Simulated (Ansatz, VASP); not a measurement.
# ZnO (zincite) in two plane-wave programs

Wanted: the spread between two codes on one cell, functional and k mesh. The cell comes out of the VASP series on this material, whose earlier steps may have relaxed, scaled or displaced it; both programs get it as it stands.

Method: plane waves, with VASP 6.6.1 beside it; band structure at r2SCAN with rVV10 and single point at r2SCAN with rVV10, in Ansatz 0.2.0.

## Step 1: Set-up

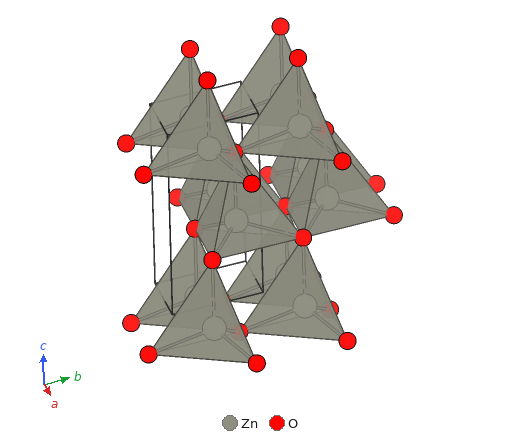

Start, viewed slightly off an axis; zinc grey, oxygen red. 2×2×1 cells are drawn. Some periodic images of atoms are drawn too.

## Step 2: Ansatz: band structure, r2SCAN with rVV10

Ansatz runs on its default PAW (the set named soft_2) files.

Levels along a path test the potential and the projectors away from the mesh points.

Input file input.yaml:

```yaml
crystal:
  lattice:
    - [3.2335807289, 0.0, 0.0]
    - [-1.6167903645, 2.8003630564, 0.0]
    - [0.0, 0.0, 5.2065965983]
  atoms:
    - { symbol: Zn, position: [0.3333333333, 0.6666666667, 0.4994298289] }
    - { symbol: Zn, position: [0.6666666667, 0.3333333333, 0.9994298289] }
    - { symbol: O, position: [0.6666666667, 0.3333333333, 0.3795801711] }
    - { symbol: O, position: [0.3333333333, 0.6666666667, 0.8795801711] }
hamiltonian:
  xc: r2scan
  pseudopotentials: { kind: paw }
  dispersion: rvv10
kpoints:
  mp_grid: { grid: [8, 8, 5] }
  band_path:
    path:
      - [0.0, 0.0, 0.0]
      - [0.13333, 0.0, 0.0]
      - [0.3, 0.0, 0.0]
      - [0.46667, 0.0, 0.0]
      - [0.46667, 0.06667, 0.0]
      - [0.41111, 0.17778, 0.0]
      - [0.35556, 0.28889, 0.0]
      - [0.28889, 0.28889, 0.0]
      - [0.17778, 0.17778, 0.0]
      - [0.06667, 0.06667, 0.0]
      - [0.0, 0.0, 0.03333]
      - [0.0, 0.0, 0.2]
      - [0.0, 0.0, 0.36667]
      - [0.0, 0.0, 0.5]
      - [0.16667, 0.0, 0.5]
      - [0.3, 0.0, 0.5]
      - [0.46667, 0.0, 0.5]
      - [0.46667, 0.06667, 0.5]
      - [0.41111, 0.17778, 0.5]
      - [0.35556, 0.28889, 0.5]
      - [0.28889, 0.28889, 0.5]
      - [0.17778, 0.17778, 0.5]
      - [0.06667, 0.06667, 0.5]
      - [0.5, 0.0, 0.46667]
      - [0.5, 0.0, 0.3]
      - [0.5, 0.0, 0.13333]
      - [0.33333, 0.33333, 0.0]
      - [0.33333, 0.33333, 0.16667]
      - [0.33333, 0.33333, 0.33333]
      - [0.33333, 0.33333, 0.5]
    npoints: 1
scf:
  occupations: { method: gaussian, width: 0.05 }
  n_extra_bands: 8
output:
  forces: true
  stress: true
  eigenvalues: true
```

On the command line:

```console
ansatz run input.yaml --threads 2 --pin off --max-ram 4608MiB --backend cpu --events-out ev --progress --plain --runs-dir out
```

Numbers of over 12 decimals in the logs are rounded to 6 here.

Log:

```text
scf.n_extra_bands = 8 over 18 filled bands (N_el = 36.0): the run solves 26 bands
Engine: ansatz 0.2.0, aarch64-unknown-linux-gnu
Pseudopotentials: kind: paw
Pseudopotential: Zn, paw, valence charge 12, recommended cutoff 500 eV (meta_gga), Zn.paw.azcp
Pseudopotential: O, paw, valence charge 6, recommended cutoff 500 eV (meta_gga), O.paw.azcp
Functional definition: r2SCAN+rVV10
  parameter k0 = 0.174
  parameter k1 = 0.065
  parameter a1 = 4.9479
  exchange = r2scan_x(k0 = k0, k1 = k1, a1 = a1)
  correlation = r2scan_c + rvv10(11.95, 0.0093)
Crystal: 4 atoms, lattice volume = 47.147 Å³
Basis set: ecut = 500 eV, 1165 PW (Γ), exchange–correlation on 108×108×180 points (64 copies of the dense FFT grid, shifted against one another)
Bands: 26, of which v1, the nominal top of the filled ones, is band 18 counted from 1 (17 counted from 0)
Symmetry: 12 space group operations
Space group: P63mc (ITA 186), of the structure as read, at distance tolerance 3.6e-5 Å
k-points: 30 of 320 (time reversal used)
Non-local potential: Zn, projectors of the file, l = 0: 2, l = 1: 2, l = 2: 3, l = 3: 1
Non-local potential: O, projectors of the file, l = 0: 2, l = 1: 2, l = 2: 1
PAW form: soft (Blöchl's): semilocal exchange-correlation on the pseudo side does not see the compensation charge
rVV10 density: all electrons in the spheres
PAW frozen core: Zn, regenerated for the run's functional (the file was generated under x = pbe(κ = 0.804, μ = 0.219515), c = pbe(β = 0.066725))
PAW frozen core: O, regenerated for the run's functional (the file was generated under x = pbe(κ = 0.804, μ = 0.219515), c = pbe(β = 0.066725))
PAW one-centre angular grid: Zn, 590 points (default); XC on 261 of its mesh's 2673 points in the sphere
PAW one-centre angular grid: O, 302 points (default); XC on 160 Gauss nodes
Initial density: superposition of atomic densities (neutral atoms: chi_scale 0, normalization atom), corrected by the library's trained network
Initial wavefunctions: pseudopotential atomic-orbital guess
Functional: x = r2scan, c = r2scan + rvv10(b = 11.95, C = 0.0093); τ floored in thin density (d = 2e-4 eV/Å³)
SCF iter   1: F=—  HF=-7787.037152 eV  |F-HF|=—  |Δ(HF+E_count)|=         —  Δρ=1.88e-2  dr2=7.56e-2  dr2_τ=9.32e-2  ethr=1.77e-3  ⟨swp⟩=5.9  Hψ=3543  notcnv=0
preconditioner: auto → Resta (q_TF=auto, 2.608 Å⁻¹)  ε∞=4.9  [insulator: Δε(μ)=1.296 eV  Ē_g=16.394 eV  σ=0.050 eV  W_gap=1.00  n_scr=22 (ndim 8)  ℏωp=32.4 eV  f_vac=0.036  D(μ)=0.00/eV (n_scr^D=0)  ε∞_Penn≈4.9]
SCF iter   2: F=—  HF=-7787.067265 eV  |F-HF|=—  |Δ(HF+E_count)|=   3.01e-2  Δρ=4.43e-3  dr2=7.57e-3  dr2_τ=5.66e-4  ethr=2.10e-4  ⟨swp⟩=2.2  Hψ=1656  notcnv=0  defer=94
SCF iter   3: F=—  HF=-7787.064751 eV  |F-HF|=—  |Δ(HF+E_count)|=   2.51e-3  Δρ=4.40e-3  dr2=4.22e-3  dr2_τ=1.78e-4  ethr=2.10e-5  ⟨swp⟩=2.0  Hψ=1311  notcnv=0  defer=94
SCF iter   4: F=—  HF=-7787.064158 eV  |F-HF|=—  |Δ(HF+E_count)|=   5.93e-4  Δρ=1.66e-3  dr2=8.24e-4  dr2_τ=2.08e-5  ethr=1.17e-5  ⟨swp⟩=1.0  Hψ=686  notcnv=0  defer=94
SCF iter   5: F=—  HF=-7787.063995 eV  |F-HF|=—  |Δ(HF+E_count)|=   1.62e-4  Δρ=3.03e-4  dr2=2.32e-5  dr2_τ=3.11e-6  ethr=2.29e-6  ⟨swp⟩=2.3  Hψ=1226  notcnv=0  defer=94
SCF iter   6: F=—  HF=-7787.064006 eV  |F-HF|=—  |Δ(HF+E_count)|=   1.10e-5  Δρ=1.29e-4  dr2=8.35e-6  dr2_τ=2.93e-7  ethr=6.46e-8  ⟨swp⟩=2.5  Hψ=1131  notcnv=0  defer=94
SCF iter   7: F=-7787.064005 eV  HF=-7787.064005 eV  |F-HF|=1.70e-8  |Δ(HF+E_count)|=   1.66e-6  Δρ=1.16e-5  dr2=2.92e-8  dr2_τ=5.71e-9  ethr=2.78e-10  ⟨swp⟩=7.6  Hψ=4316  notcnv=0
SCF 1 converged in 7 iterations: F = -7787.064005 eV  dr2 = 2.92e-8
  greatest PAW one-centre occupation: 0.987 electrons in one spin orbital (limit 2), on the Zn atom at site 0 (counted from 0), in its partial waves of l = 2
NSCF: frozen V_eff on 30 k-points
SCF converged after 7 iterations
Free energy (F): -7787.064005 eV
Harris-Foulkes:  -7787.064005 eV  (|F-HF|=1.70e-8)
Internal energy: -7787.064005 eV  (E = F + TS)
E sigma→0 (E₀):  -7787.064005 eV
Fermi energy:    7.577016 eV
--- Per-component energies (eV) ---
  E_band       = 50.052480
  E_kinetic    = 612.581583
  E_local      = -4001.054187  (includes V_loc(G=0)·N_el)
  E_nonlocal   = 1342.021501
  E_hartree    = 1650.574918
  E_xc         = -389.980341
  E_vxc        = -314.920657  (∫ρ·V_xc dr)
  E_paw        = -4028.620685  (= ΣΔE_a)
  E_vpaw       = -908.861047  (= ΣTr[D̂ρ^β])
  E_aug_tail   = 0.001509  (compensation charges beyond the density's cutoff)
  E_vtau       = 19.139224  (kinetic-family band-sum trace: ∫τ·v_τ [+ j·A + Jᵃ·Aᵃ] dr)
  E_ewald      = -2972.159184
  E_core_change = -0.429119  (= ΣΔE_core)
  E_smearing   = -0.000000  (= −TS)
  E_closure    = 0.000000  (closes the sum)
  Σ components = -7787.064005   (vs F -7787.064005, Δ=0.00e0)
--- Forces (eV/Å), atoms counted from 1 ---
  atom   1  Zn     0.00000000    -0.00000000     0.01516792
  atom   2  Zn     0.00000000     0.00000000     0.01516792
  atom   3  O      0.00000000    -0.00000000    -0.01522307
  atom   4  O     -0.00000000     0.00000000    -0.01522307
  max |Σ_I F_I| component: 1.10e-4 eV/Å
--- Stress (GPa, compression-positive) ---
       -1.034058       0.000000      -0.000000
        0.000000      -1.034058       0.000000
       -0.000000      -0.000000      -1.181054
  P = ⅓ Tr σ = -1.0831 GPa (-10.831 kbar)
--- Band table (eV; the first three rows and the last of 30) ---
  k-point 0: bands = [... 14 lower, 6.1703, 6.8844, 6.9857, 6.9857, 8.1669, 12.8332, 15.7656, 20.7216, ... 4 higher]
  k-point 1: bands = [... 14 lower, 6.2499, 6.2499, 6.9098, 6.9098, 8.9616, 12.4459, 16.1146, 20.5986, ... 4 higher]
  k-point 2: bands = [... 14 lower, 6.4567, 6.4567, 6.7090, 6.7090, 10.2383, 11.4839, 17.0839, 18.6315, ... 4 higher]
  k-point 29: bands = [... 14 lower, 4.1043, 4.6725, 5.5248, 5.7221, 14.6151, 14.9259, 15.8328, 16.4531, ... 4 higher]
```

The job ended after 6.5 s (2 threads of Arm Neoverse V2, shared host; peak memory 0.49 GiB; 13 s of CPU time).

The column dr2 measures how far the density is from self-consistency, as an energy; F and HF (Harris–Foulkes) agree once it is small.

(Part 1 of 3 ends here.)

[Lines on the potential files, build, host, timing and source positions are cut from VASP's logs without a mark.]

[Logs are printed without paths, hosts, clocks, repeated set-up lines and the standing remarks that a program may print on its own settings, such as how far it seeks lower states.]

[Hosts, paths, dates, database ids (printed as entryN), source tags and the programs' standing remarks are cut or masked in the printed files.]
